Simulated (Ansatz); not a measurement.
# H2O on Al(100), bridge start, 2x2 cell: work function, bands and core levels, part 4 of 4

Wanted: core-level shifts and unfolded surface bands for H2O on Al(100), bridge start, 2x2 cell.

Ansatz 0.2.0; DFT, PBE, plane-wave PAW, default files, scalar-relativistic.

So far, work function, lower face (eV): step 2 (the clean face) 4.29; step 3 (relaxation) 4.33.

## Step 4: Layer-resolved bands, DOS and potential (continued)

The intensity has structure finer than the step of the table below, so its rows give means over 2 eV, whole bins alone (the curve runs from -25.2 to 1.43 eV). Peaks (eV: height): O K -10.9: 75.9, -7.8: 100.0, -6.3: 88.3; O K, E along x -10.9: 128, -7.8: 101; O K, E along y -10.9: 96.9, -7.8: 134; O K, E along z -6.2: 196; Al K-beta -0.8: 99.8.

Shapes are the site's partial DOS without matrix elements, which overweights lines from ligand s bands. Intensity against emission energy less the core level's binding energy, zero at the Fermi level; means over each step; 7 of 9 lines; values in % of the unpolarised maximum:

| emission energy less the core level's binding energy (eV) | O K | O K, E along x | O K, E along y | O K, E along z | Al K-beta | Al K-beta, E along x | Al K-beta, E along y |
| --- | --- | --- | --- | --- | --- | --- | --- |
| -24 | 1.32 | 1.68 | 2.12 | 0.169 | 0.383 | 0.264 | 0.267 |
| -22 | 1.13 | 1.44 | 1.75 | 0.213 | 0.414 | 0.324 | 0.327 |
| -20 | 0.620 | 0.785 | 0.798 | 0.277 | 0.421 | 0.408 | 0.408 |
| -18 | 0.759 | 0.986 | 0.908 | 0.382 | 0.556 | 0.560 | 0.560 |
| -16 | 1.26 | 1.72 | 1.50 | 0.565 | 0.820 | 0.836 | 0.835 |
| -14 | 2.98 | 4.38 | 3.63 | 0.927 | 1.40 | 1.43 | 1.43 |
| -12 | 22.5 | 37.0 | 28.5 | 1.85 | 3.56 | 3.64 | 3.63 |
| -10 | 38.2 | 60.0 | 48.0 | 6.48 | 16.8 | 17.3 | 17.3 |
| -8 | 62.5 | 60.9 | 79.2 | 47.4 | 38.9 | 39.8 | 39.9 |
| -6 | 65.0 | 25.1 | 31.2 | 139 | 56.2 | 57.7 | 57.8 |
| -4 | 14.0 | 4.66 | 5.46 | 31.8 | 70.8 | 75.5 | 75.4 |
| -2 | 6.24 | 2.93 | 3.33 | 12.5 | 91.6 | 91.6 | 91.5 |
| 0 | 2.83 | 1.72 | 1.90 | 4.75 | 53.7 | 48.7 | 48.7 |

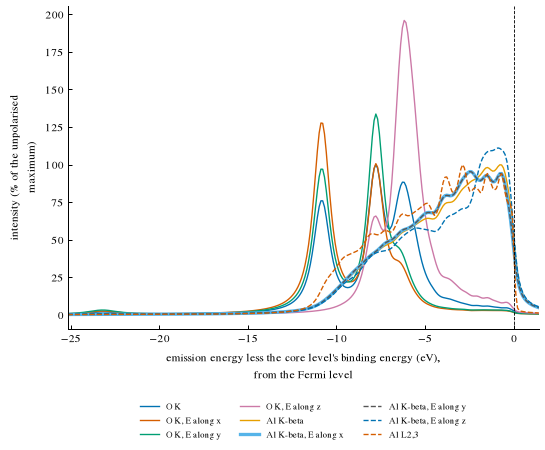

Intensity against emission energy less the core level's binding energy.

Shapes are the site's partial DOS without matrix elements, which overweights lines from ligand s bands. Emission peaks, by row:

| line | energy (eV) | height (%) |
| --- | --- | --- |
| O K | -10.85 | 76.39 |
| O K | -7.75 | 100 |
| O K | -6.25 | 88.55 |
| O K, E along x | -10.85 | 128.5 |
| O K, E along x | -7.75 | 100.7 |
| O K, E along y | -10.85 | 97.59 |
| O K, E along y | -7.75 | 133.7 |
| O K, E along z | -7.8 | 65.91 |
| O K, E along z | -6.15 | 196.3 |
| Al K-beta | -4.85 | 64.23 |
| Al K-beta | -1.5 | 98.07 |
| Al K-beta | -0.75 | 100 |
| Al K-beta, E along x | -3.75 | 79.59 |
| Al K-beta, E along x | -2.45 | 95.44 |
| Al K-beta, E along x | -1.5 | 92.87 |
| Al K-beta, E along x | -0.7 | 94.31 |
| Al K-beta, E along y | -3.75 | 79.49 |
| Al K-beta, E along y | -2.45 | 95.35 |
| Al K-beta, E along y | -1.5 | 92.78 |
| Al K-beta, E along y | -0.7 | 94.3 |
| Al K-beta, E along z | -5.45 | 57.74 |
| Al K-beta, E along z | -0.85 | 111 |
| Al L2,3 | -6.25 | 67.14 |
| Al L2,3 | -4.9 | 74.3 |
| Al L2,3 | -3.8 | 92.07 |
| Al L2,3 | -2.85 | 100 |
| Al L2,3 | -2.15 | 84.72 |
| Al L2,3 | -1.5 | 94.3 |
| Al L2,3 | -0.7 | 94.37 |
| Al L2,3 | -0.15 | 73.85 |

Recipe: projected DOS times atomic cross section and asymmetry factor (unpolarised light, 90° from the beam), occupied states only, Fermi edge at 300 K, a Lorentzian width of 0.05 eV growing by 0.08 eV per eV of binding energy, and a resolution of 0.45 eV. Each atom is damped by exp[−depth/(λ cos θ)], θ = 0° from the normal, λ from the universal curve. Curves are cut 10 eV under the photon energy, above any shell that the free atom's threshold puts out of reach, or at the lower edge of the window: 11.2 eV at 21.2 eV, 25.2 eV at 100 eV, 25.2 eV at 1486.7 eV, 25.2 eV at 2150 eV and 25.2 eV at 9251.7 eV. Matrix elements of the solid and inelastic losses aren't modelled, nor non-dipole terms, which matter above 3 keV.

Share of each shell in the spectrum's area (%), by photon energy:

| shell | 21.2 eV | 100 eV | 1486.7 eV | 2150 eV | 9251.7 eV |
| --- | --- | --- | --- | --- | --- |
| H 1s | 9.3 | 0.9 | 0.0 | 0.0 | 0.0 |
| O 2s | 0.0 | 16.0 | 19.2 | 17.8 | 12.9 |
| O 2p | 72.8 | 49.6 | 3.0 | 1.9 | 0.3 |
| Al 3s | 11.4 | 14.0 | 65.3 | 71.0 | 84.3 |
| Al 3p | 6.5 | 19.6 | 12.4 | 9.2 | 2.5 |

Cross sections used, in Mb an electron:

| shell | 21.2 eV | 100 eV | 1486.7 eV | 2150 eV | 9251.7 eV |
| --- | --- | --- | --- | --- | --- |
| H 1s | 1.9 | 0.019 | 3.0e-6 | 8.7e-7 | 6.0e-9 |
| O 2s | - | 0.26 | 9.4e-4 | 3.5e-4 | 4.8e-6 |
| O 2p | 2.7 | 0.29 | 6.3e-5 | 1.6e-5 | 5.3e-8 |
| Al 3s | 0.15 | 0.053 | 3.5e-4 | 1.4e-4 | 2.9e-6 |
| Al 3p | 0.070 | 0.040 | 4.0e-5 | 1.2e-5 | 5.9e-8 |

Regions along c: top from 14.6 to 22.0 Å, middle from 10.5 to 14.6 Å, bottom from 3.5 to 10.5 Å.

States with weight above 0.08 nearest the zero at M of the zone, within the window kept, -8.0 to 3.4 eV (levels that the program groups as degenerate share a row):

| E (eV) | weight, total | weight, top | weight, middle | weight, bottom |
| --- | --- | --- | --- | --- |
| -1.32 | 1.00 | 0.06 | 0.55 | 0.39 |
| -1.24 | 1.00 | 0.05 | 0.67 | 0.28 |
| -0.55 | 0.99 | 0.17 | 0.38 | 0.43 |
| -0.38 | 0.99 | 0.30 | 0.35 | 0.35 |
| -0.38 | 0.99 | 0.29 | 0.35 | 0.34 |
| -0.10 | 0.54 | 0.12 | 0.16 | 0.26 |
| -0.10 | 0.47 | 0.10 | 0.14 | 0.23 |
| 0.95 | 1.00 | 0.28 | 0.34 | 0.38 |
| 1.33 | 0.92 | 0.26 | 0.32 | 0.34 |
| 1.43 | 0.99 | 0.26 | 0.30 | 0.43 |

States with weight above 0.08 nearest the zero at Γ of the zone, within the window kept, -8.0 to 3.4 eV (levels that the program groups as degenerate share a row):

| E (eV) | weight, total | weight, top | weight, middle | weight, bottom |
| --- | --- | --- | --- | --- |
| -3.99 | 0.51 | 0.14 | 0.15 | 0.21 |
| -3.79 | 0.44 | 0.12 | 0.12 | 0.20 |
| -2.24 | 0.40 | 0.12 | 0.11 | 0.18 |
| -2.02 | 0.51 | 0.15 | 0.15 | 0.21 |
| 0.70 | 0.25 | 0.12 | 0.06 | 0.08 |
| 0.74 | 0.63 | 0.25 | 0.15 | 0.22 |
| 2.27 | 0.83 | 0.43 | 0.12 | 0.25 |
| 2.56 | 0.09 | 0.06 | 0.01 | 0.02 |
| 3.32 | 0.08 | 0.03 | 0.00 | 0.02 |
| 3.35 | 0.85 | 0.27 | 0.05 | 0.19 |

States with weight above 0.08 nearest the zero at X of the zone, within the window kept, -8.0 to 3.4 eV (levels that the program groups as degenerate share a row):

| E (eV) | weight, total | weight, top | weight, middle | weight, bottom |
| --- | --- | --- | --- | --- |
| -1.94 | 0.61 | 0.15 | 0.21 | 0.25 |
| -1.91 | 0.38 | 0.09 | 0.13 | 0.16 |
| -0.10 | 0.24 | 0.07 | 0.07 | 0.09 |
| -0.10 | 0.26 | 0.08 | 0.07 | 0.10 |
| 0.19 | 0.46 | 0.10 | 0.13 | 0.22 |
| 0.68 | 0.47 | 0.13 | 0.15 | 0.20 |
| 0.70 | 0.42 | 0.12 | 0.13 | 0.18 |
| 0.74 | 0.12 | 0.04 | 0.04 | 0.05 |
| 1.58 | 0.50 | 0.14 | 0.14 | 0.22 |
| 1.93 | 0.41 | 0.12 | 0.12 | 0.16 |

The largest force component on a free atom is 0.105 eV/Å, so the geometry isn't quite at rest for these settings. The work function differs by 0.04 eV from that of the relaxation's coarser mesh, a measure of the mesh error. At the Fermi level the DOS is 9.62 states/eV a cell, and on the broadened curves Al 3p holds 68 % of the total there.

## Step 5: Core holes

XPS shifts tell sites apart. Each chosen atom gets a core hole in a self-consistent pass of its own.

Contents of input.yaml:

```yaml
crystal:
  lattice:
    - [5.713422792, 0.0, 0.0]
    - [0.0, 5.713422792, 0.0]
    - [0.0, 0.0, 25.08]
  atoms:
    - { symbol: H, position: [0.4936355196, 0.2226936292, 0.7154369761] }
    - { symbol: H, position: [0.288018435, 0.0447635095, 0.7160011432] }
    - { symbol: O_h, position: [0.4596006093, 0.0540649332, 0.7131436374] }
    - { symbol: Al, position: [-0.0081783801, -0.0031326971, 0.6210618023] }
    - { symbol: Al_h, position: [0.4988626359, 0.0023368491, 0.6271969778] }
    - { symbol: Al_h, position: [0.0010461275, 0.498045546, 0.6230115779] }
    - { symbol: Al, position: [0.502448562, 0.5117416252, 0.6208101911] }
    - { symbol: Al, position: [0.2508926199, 0.2494671854, 0.5415865923] }
    - { symbol: Al, position: [0.7493825621, 0.2504535976, 0.5407663855] }
    - { symbol: Al, position: [0.2495101177, 0.750985751, 0.5405007738] }
    - { symbol: Al, position: [0.7506816562, 0.7498383894, 0.5398139] }
    - { symbol: Al_h, position: [0.0, 0.0, 0.460127592] }
    - { symbol: Al, position: [0.5, 0.0, 0.460127592] }
    - { symbol: Al, position: [0.0, 0.5, 0.460127592] }
    - { symbol: Al, position: [0.5, 0.5, 0.460127592] }
    - { symbol: Al, position: [0.25, 0.25, 0.379585327] }
    - { symbol: Al, position: [0.75, 0.25, 0.379585327] }
    - { symbol: Al, position: [0.25, 0.75, 0.379585327] }
    - { symbol: Al, position: [0.75, 0.75, 0.379585327] }
    - { symbol: Al, position: [0.0, 0.0, 0.299043062] }
    - { symbol: Al, position: [0.5, 0.0, 0.299043062] }
    - { symbol: Al, position: [0.0, 0.5, 0.299043062] }
    - { symbol: Al, position: [0.5, 0.5, 0.299043062] }
kpoints:
  mp_grid: { grid: [8, 8, 1] }
scf:
  occupations: { method: fermi_dirac, width: 0.05 }
  n_extra_bands: 17
hamiltonian:
  xc: pbe
  pseudopotentials: { kind: paw }
output:
  forces: true
  write_potential: true
  volumetric_format: []
  core_levels:
    shells: { O_h: "1s", Al_h: "2p" }
    counted_from: fermi_level
    add_spin: false
efield:
  axis: 3
  dipole_correction: true
```

Started as:

```
> ansatz run input.yaml --threads 4 --pin off --max-ram 12288MiB --backend cpu --events-out ev --progress --plain --runs-dir out
```

Numbers of over 12 decimals in the logs are rounded to 6 here.

Output:

```text
[...]
Crystal: 23 atoms, lattice volume = 818.691 Å³
Basis set: ecut = 420 eV, 16103 PW (Γ), exchange–correlation on 80×80×360 points (8 copies of the dense FFT grid, shifted against one another)
Bands: 51, of which v1, the nominal top of the filled ones, is band 34 counted from 1 (33 counted from 0)
Symmetry: 1 space group operations
[...]
k-points: 34 of 64 (time reversal used)
[...]
SCF iter   1: F=—  HF=-11345.664262 eV  |F-HF|=—  |Δ(HF+E_count)|=         —  Δρ=1.49e-3  dr2=2.45e-1  ethr=1.77e-3  p=0.111 e·Å  D=2.46e-2 V/Å  ΔV_dip=-0.62 eV  dr2_dipole=1.03e-1  V_vac-E_F(+/−)=3.50/4.12 eV  ⟨swp⟩=9.9  Hψ=10728  notcnv=0  defer=52
[...]
SCF iter   7: F=-11345.654828 eV  HF=-11345.654828 eV  |F-HF|=1.42e-8  |Δ(HF+E_count)|=   2.61e-7  Δρ=1.01e-6  dr2=2.32e-8  ethr=1.47e-10  p=0.181 e·Å  D=4.01e-2 V/Å  ΔV_dip=-1.01 eV  dr2_dipole=4.49e-10  V_vac-E_F(+/−)=3.29/4.29 eV  ⟨swp⟩=35.3  Hψ=17803  notcnv=0
SCF 1 converged in 7 iterations: F = -11345.654828 eV  dr2 = 2.32e-8
[...]
── core hole 1/4: 1s of O_h 2 ──
── 1s of O_h 2: 532.917 eV over the cell without the hole, in 13 iterations ──
── core hole 2/4: 2p of Al_h 4 ──
── 2p of Al_h 4: 73.304 eV over the cell without the hole, in 9 iterations ──
── core hole 3/4: 2p of Al_h 5 ──
── 2p of Al_h 5: 72.880 eV over the cell without the hole, in 9 iterations ──
── core hole 4/4: 2p of Al_h 11 ──
── 2p of Al_h 11: 72.891 eV over the cell without the hole, in 9 iterations ──
SCF converged after 7 iterations
Free energy (F): -11345.654828 eV
[...]
Internal energy: -11345.574303 eV  (E = F + TS)
E sigma→0 (E₀):  -11345.614565 eV
Entropy (-TS):   -0.080525 eV (-3.501 meV/atom)
Fermi energy:    1.185012 eV
Dipole field:    D = 0.040121 V/Å  (p = 0.181523 e·Å, saw-weighted, corrected)
Work function:   Φ+ = 3.2884 eV   Φ− = 4.2946 eV
[...]
--- Forces (eV/Å), atoms counted from 1 ---
  atom   1  H       -0.00078046    -0.00993344     0.00140409
  atom   2  H        0.01408476    -0.00087022     0.00305404
  atom   3  O_h     -0.01865498     0.00629240     0.02144465
  atom   4  Al       0.00025615     0.00256071    -0.03968825
  atom   5  Al_h     0.00557323     0.00021461    -0.02608168
  atom   6  Al_h     0.00726116    -0.00549398    -0.00924089
  atom   7  Al      -0.00300918    -0.00245142    -0.03874586
  atom   8  Al      -0.00318539     0.00085662     0.10532732
  atom   9  Al       0.00301667    -0.00468486     0.10491443
  atom  10  Al       0.00589511    -0.00210594     0.10457377
  atom  11  Al      -0.00496326     0.00293864     0.10188364
  atom  12  Al_h     0.02280702     0.02820651    -0.03618193
  atom  13  Al      -0.01283879     0.01616894     0.04247846
  atom  14  Al       0.01102942    -0.01534835     0.01238978
  atom  15  Al      -0.01813521    -0.02755673    -0.03164059
  atom  16  Al       0.00116202    -0.00161121     0.03695227
  atom  17  Al      -0.00508405     0.00667524     0.03510457
  atom  18  Al      -0.00746451     0.00607837     0.03533721
  atom  19  Al       0.00369373    -0.00190912     0.03839592
  atom  20  Al      -0.00061021    -0.00086976    -0.12506992
  atom  21  Al      -0.00091969     0.00065211    -0.09030685
  atom  22  Al      -0.00085269     0.00007152    -0.12099197
  atom  23  Al       0.00174977     0.00210066    -0.12535050
  max |Σ_I F_I| component: 3.83e-5 eV/Å
--- Band table (eV; the first three rows and the last of 34) ---
  k-point 0: bands = [... 30 lower, -0.1319, -0.0583, 0.6338, 0.8054, 0.8100, 1.0815, 1.0833, 1.3775, ... 13 higher]
  k-point 1: bands = [... 30 lower, 0.2700, 0.3427, 0.5199, 0.5613, 0.6197, 1.2999, 1.3221, 1.6691, ... 13 higher]
  k-point 2: bands = [... 30 lower, -0.3625, -0.1891, 1.1817, 1.2978, 1.5078, 1.5595, 1.7100, 1.7277, ... 13 higher]
  k-point 33: bands = [... 30 lower, 1.1013, 1.4749, 1.4833, 1.4864, 1.5396, 1.5678, 2.0756, 2.0819, ... 13 higher]
--- Core levels from the Fermi level (as output.core_levels.counted_from types it; a hole's nearest image at 5.7 Å) ---
  the holes have no spin, as output.core_levels.add_spin types it
  atom         alike  shell      binding/eV   shift/eV difference/eV images/eV   SCF
  O_h 2            1     1s         532.917     +0.000       532.917         –    13
  Al_h 4           1     2p          73.304     +0.000        73.304         –     9
  Al_h 5           1     2p          72.880     -0.424        72.880         –     9
  Al_h 11          1     2p          72.891     -0.412        72.891         –     9
  the dataset of O_h with a 1s hole: scattering error 0.001 eV (0.001 eV in the local channel); free atom: scalar-relativistic, large and small components
  the dataset of Al_h with a 2p hole: scattering error 0.001 eV (0.004 eV in the local channel); free atom: scalar-relativistic, large and small components
  the two lines of Al_h's 2p: 2p1/2 +0.276 eV and 2p3/2 -0.138 eV off its levels, 1 : 2 in strength
```

Wall time 5.1 min (4 threads of Arm Neoverse V2, shared host); peak memory 2 GiB.

This step gave:

```
work function, lower face : 4.295 eV
```

Each level is the free energy with the hole less that without it. The electron goes to the Fermi level, so the difference is a binding energy from E_F. The hole's nearest image is 5.7 Å away, and the holes carry no spin, so absolute levels are rough.

| atom | region | shell | level (eV) | shift (eV) | potential at nucleus, shift (V) | j lines (eV) | doubts |
| --- | --- | --- | --- | --- | --- | --- | --- |
| O3 | adsorbate | 1s | 532.92 | - | +0.00 | - | - |
| Al5 | layer 1 | 2p | 73.30 | +0.41 | +0.74 | 73.58 / 73.17 | - |
| Al6 | layer 1 | 2p | 72.88 | -0.01 | +0.17 | 73.16 / 72.74 | - |
| Al12 | layer 3 | 2p | 72.89 | +0.00 | +0.00 | 73.17 / 72.75 | - |

Levels of p, d and f shells are means over their two j lines, weighted by degeneracy; the splitting comes from the atom's own solve. Shifts count from the last listed atom of each element. A higher potential at the nucleus binds core electrons more tightly, so that column is a rough initial-state shift.

The Al 2p lines of the listed atoms alone (other atoms of the cell aren't counted), as Gaussians 0.8 eV wide, no depth weighting. Intensity against Al 2p level; read off at these points:

| Al 2p level (eV) | intensity (%) |
| --- | --- |
| 71.25 | 0.00358 |
| 71.50 | 0.0698 |
| 71.75 | 0.800 |
| 72.00 | 5.38 |
| 72.25 | 21.6 |
| 72.50 | 53.7 |
| 72.75 | 87.2 |
| 73.00 | 100.0 |
| 73.25 | 85.4 |
| 73.50 | 55.1 |
| 73.75 | 26.9 |
| 74.00 | 9.71 |
| 74.25 | 2.45 |
| 74.50 | 0.400 |
| 74.75 | 0.0401 |
| 75.00 | 0.00238 |

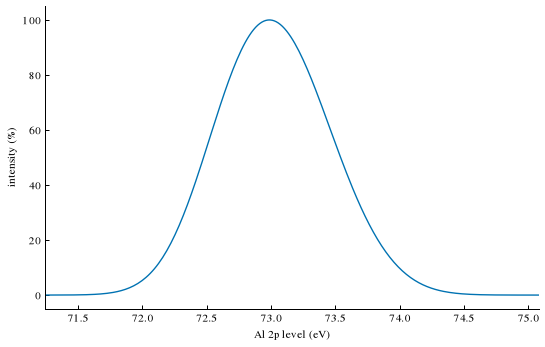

Intensity against Al 2p level.

## Step 6: Outcome

* work function: 3.29 eV (other face 4.29 eV)
* change from the clean face: -0.99 eV
* Al core shifts among the listed atoms, from the last listed one: -0.01 to +0.41 eV

What this shows: The Fermi level of H2O on Al(100), bridge start, 2x2 cell lies 3.29 eV (other face 4.29 eV) below the vacuum, a change of -0.99 eV from the clean face. Only the strongest levels a point were stored, too few to count surface states. The group slid 1.2 Å sideways from its starting site. After relaxation O3 stands 2.26 Å above the top layer, bonded to 1 Al atom at 2.19 Å. The bare lower face differs from the lower face of the clean 1×1 slab by 0.01 eV, a measure of the error from mesh and slab. Core shifts: Al -0.01 to +0.41 eV. Among the sites run, the most bound Al 2p level is that of Al5 (layer 1), bonded to 8 Al and 1 O; the least bound, 0.42 eV shallower, that of Al6 (layer 1), bonded to 8 Al. At 21.2 eV the valence spectrum has its highest listed peaks within 10.8 eV at 6.2 eV (O 2p) and 7.8 eV (O 2p). At 1486.7 eV the valence spectrum has its highest listed peaks within 13 eV at 0.8 eV (Al 3s), 1.5 eV (Al 3s), 2.9 eV (Al 3s), 3.8 eV (Al 3s) and 6.2 eV (Al 3s). The shell named is the one with most of the intensity, cross sections included, not always the one with most states there. In the main run, from 1486.7 eV towards hard X-rays the Al 3s share grows by 19 points, as its cross section falls more slowly with photon energy than those of the shells it gains on. The slab's own atoms span 8.2 Å, so bulk bands appear as a few quantum-well levels, and states of the two faces can mix.

[Logs are printed without paths, hosts, clocks, repeated set-up lines and the standing remarks that a program may print on its own settings, such as how far it seeks lower states.]

[Hosts, paths, dates, database ids (printed as entryN), source tags and the programs' standing remarks are cut or masked in the printed files.]

[Maps of the electrostatic potential energy from Ansatz leave out the sawtooth potential of an applied field or a dipole correction, so their vacuum need not be flat; work functions include it.]
